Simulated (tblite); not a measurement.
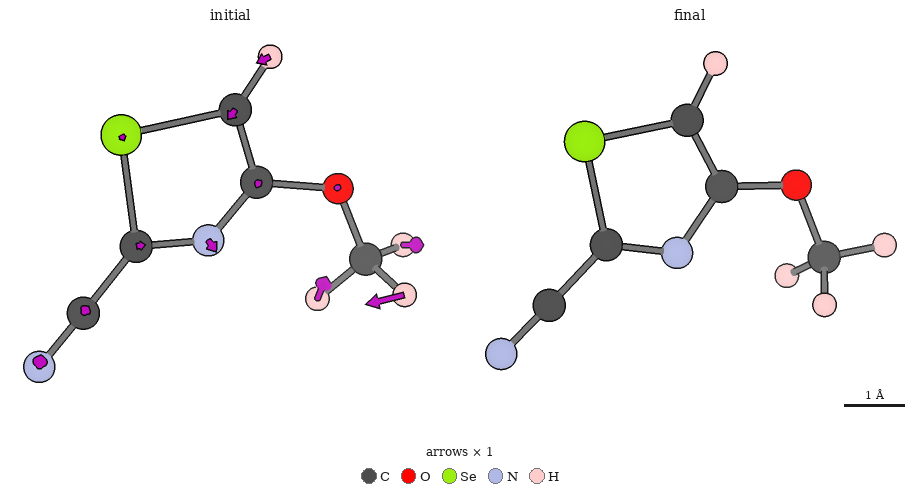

The structure of C₅H₄N₂OSe before (left) and after (right) a relaxation, at one scale. The purple arrows give the displacements, at their true length.

The picture is a ball-and-stick view, seen at a tilt.

Level of theory: GFN2-xTB geometry optimisation, gas phase (tblite 0.8.0). 

Describe what moved and what it gained.

Answer. An H atom moves most after the best rigid fit: 0.69 Å. By element the largest moves are H 0.69 Å, N 0.35 Å, C 0.23 Å, Se 0.12 Å, O 0.10 Å. Some distances before and after: C–Se 2.023 → 1.841 Å, C–Se 2.022 → 1.902 Å, C–O 1.457 → 1.338 Å, C–N 1.271 → 1.345 Å. Among the angles between lasting bonds that change: C–N–C 130.8° → 114.0°, Se–C–N 98.8° → 114.3°, C–C–Se 99.2° → 111.2°. Groups turn about C–O by about 40°. Over 89 geometry steps the energy falls by 1.504 eV. The run took 0.61 s on 1 thread of Arm Neoverse V1, with other jobs on the host.
